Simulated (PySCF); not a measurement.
**C4H11GeNSi: density, localisation and related maps**

```xyz
18

C     3.7344    1.3020    0.5777
C     3.0339    0.5664   -0.0671
Si    1.9063   -0.5346   -1.0397
Ge   -0.3214    0.0960   -0.6164
C    -0.5998    1.6464    0.6139
N    -1.1881   -1.4197   -0.0394
C    -2.6111   -1.4044    0.2361
H     4.3538    1.9419    1.1395
H     2.2763   -0.3809   -2.4513
H     2.1863   -1.9096   -0.6057
H    -1.1463    0.4202   -1.8616
H    -1.6540    1.7719    0.8489
H    -0.2419    2.5657    0.1607
H    -0.0569    1.4995    1.5451
H    -0.7032   -1.9490    0.6738
H    -2.8687   -0.9363    1.1947
H    -3.1053   -0.8449   -0.5576
H    -3.0031   -2.4244    0.2366
```

Geometry: GFN2-xTB.

Computed with PBE0/def2-SVPD, SCF density, gas phase in PySCF.

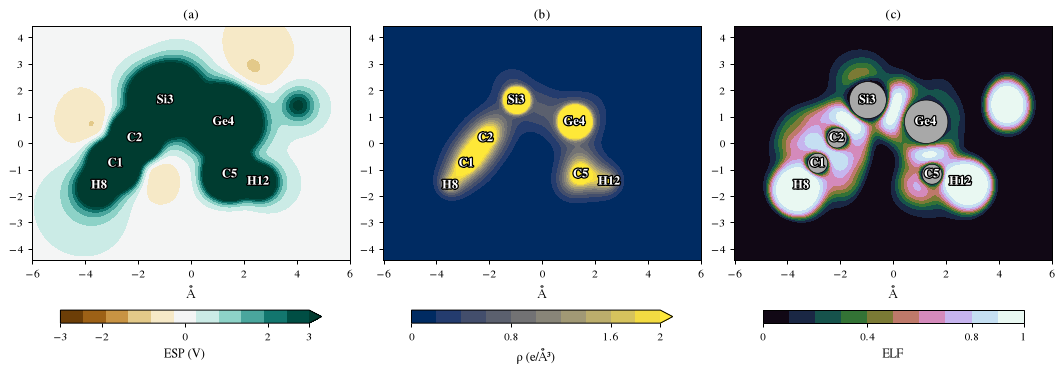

Figure 1. (a) molecular electrostatic potential; (b) total electron density; (c) electron localisation function on the plane of atoms Si3, Ge4 and C5. Grey discs cover the atomic cores in the ELF map.

> What do the fields say about this system?

The section cuts through C, Si, Ge and H sites. C–C (1.20 Å): ρ at the midpoint is about 2.7 e/Å³; the ELF peaks at about 0.85 between the atoms (a multiple bond). C–Si (1.85 Å): the density is about 0.92 e/Å³ at the midpoint; the ELF peaks at about 0.95 between the atoms; localised, covalent bonding. C–Ge (2.00 Å): ρ is about 0.82 e/Å³ halfway; the ELF peaks at about 0.95 in the valence shell of C, 0.7 Å from its nucleus, and is about 0.70 at the midpoint. Si–Ge (2.35 Å): the density is about 0.64 e/Å³ at the midpoint; the ELF peaks at about 0.95 between the atoms, as expected for a shared electron pair. Outside the dense part of the molecule the potential is most negative (−0.9 V) near N6, which lies off the plane.

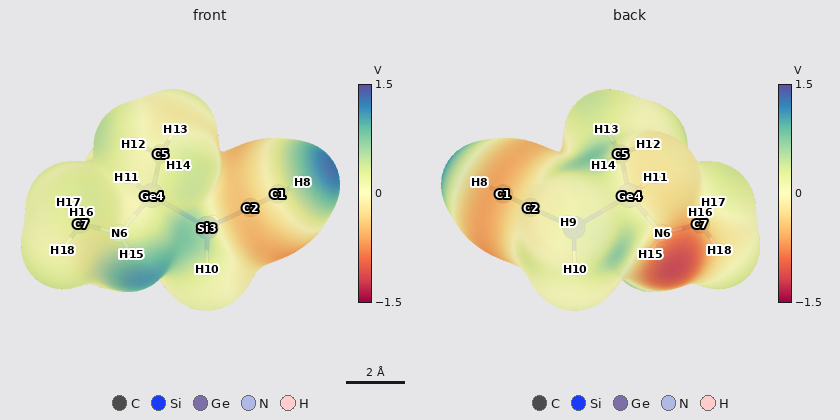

Figure 2. The molecular electrostatic potential painted on the density surface at 0.001 e/bohr³, seen from the front and from behind; the colour scale runs from red (negative) to blue (positive).

> Which sites attract a positive test charge, and which a negative one?

A positive charge is drawn to the negative regions and a negative charge to the positive ones. The most negative region (about −1.2 V) lies over N6, the most positive (about +1.3 V) over H8. N6 is the likeliest acceptor of a hydrogen bond.
